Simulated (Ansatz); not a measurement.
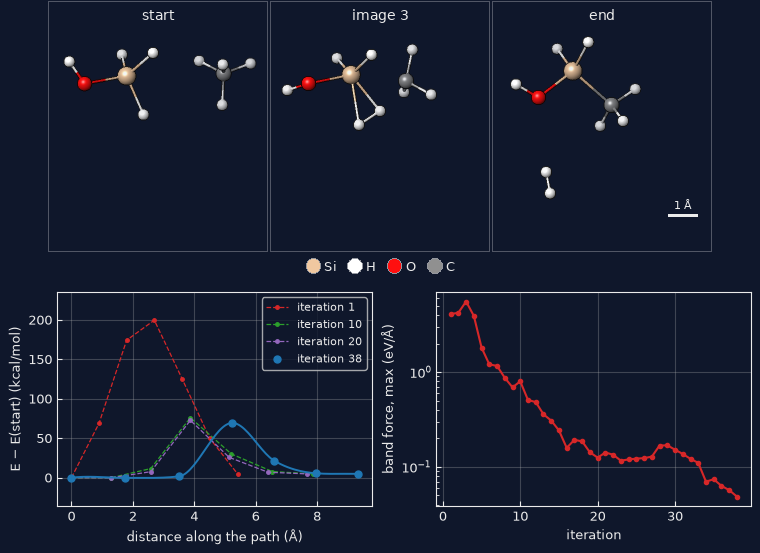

NEB run on CH8OSi, made up of SiH$_{4}$O and CH4. Images are numbered from 0 (start) to 6 (end). The plot follows the band through its iterations. A ball-and-stick model, seen at a tilt.

Theory: RKS PBE0-D4/def2-SVP (Ansatz).

The input:
```yaml
crystal:
  periodic: [false, false, false]
  atoms:
    - {symbol: Si, position_ang: [-0.020831, 1.074755, 1.030870]}
    - {symbol: H, position_ang: [0.403615, -0.229919, 1.586048]}
    - {symbol: H, position_ang: [0.904841, 1.490699, -0.058791]}
    - {symbol: H, position_ang: [-1.388172, 0.961668, 0.452099]}
    - {symbol: O, position_ang: [0.015758, 2.134590, 2.292839]}
    - {symbol: H, position_ang: [0.294718, -2.374369, -0.664061]}
    - {symbol: C, position_ang: [0.063235, -1.694713, -1.483632]}
    - {symbol: H, position_ang: [-0.230525, 3.043761, 2.120160]}
    - {symbol: H, position_ang: [0.847447, -0.941936, -1.565005]}
    - {symbol: H, position_ang: [-0.894322, -1.209104, -1.294487]}
    - {symbol: H, position_ang: [0.004337, -2.255332, -2.416142]}
basis:
  gaussian: {orbitals: def2-SVP}
hamiltonian: {xc: pbe0, dispersion: d4}
neb:
  images: 5
  climbing: true
  max_iterations: 40
  initial_path: idpp
  final_atoms:
    - {symbol: Si, position_ang: [-0.471127, 1.010288, -0.343325]}
    - {symbol: H, position_ang: [1.045622, -1.435613, 1.972060]}
    - {symbol: H, position_ang: [0.243929, 2.153151, -0.982026]}
    - {symbol: H, position_ang: [-1.930466, 1.315223, -0.395538]}
    - {symbol: O, position_ang: [0.023686, 0.822571, 1.223261]}
    - {symbol: H, position_ang: [1.330092, -2.110617, 2.122802]}
    - {symbol: C, position_ang: [-0.093688, -0.581023, -1.217574]}
    - {symbol: H, position_ang: [-0.100350, 1.559412, 1.822023]}
    - {symbol: H, position_ang: [0.976621, -0.796455, -1.184729]}
    - {symbol: H, position_ang: [-0.399472, -0.522755, -2.265363]}
    - {symbol: H, position_ang: [-0.624748, -1.414081, -0.751690]}
```

Command:
```bash
ansatz run in.yaml --threads 4 --pin off --events-out ev --progress --plain --max-ram 9574MiB
```

> Did the band converge, and can the barrier be trusted?

The run is converged, with reservations. The band converged in 38 iterations. The largest component of the band force went from 4.1 to 0.049 eV/Å. The climbing image converged on the top of the path. Its curvatures weren't checked. The largest force component is 0.46 eV/Å at the start and 0.51 eV/Å at the end; an end with forces this large is no minimum, and the barrier measured from it can be far off. The first iteration put the highest image at 199.7 kcal/mol. The highest point, image 3, lies 69.4 kcal/mol above the start and 64.6 kcal/mol above the end; the end is at +4.8 kcal/mol relative to the start. Image 1 lies below both ends, at −0.2 kcal/mol, so an end isn't at the bottom of its valley.

Limits of the set-up: the start holds two separate molecules, 2.8 Å apart at their closest, whose relative position is a soft coordinate.

Cost: 2.3 min on 4 threads of Arm Neoverse V2, on a shared host.
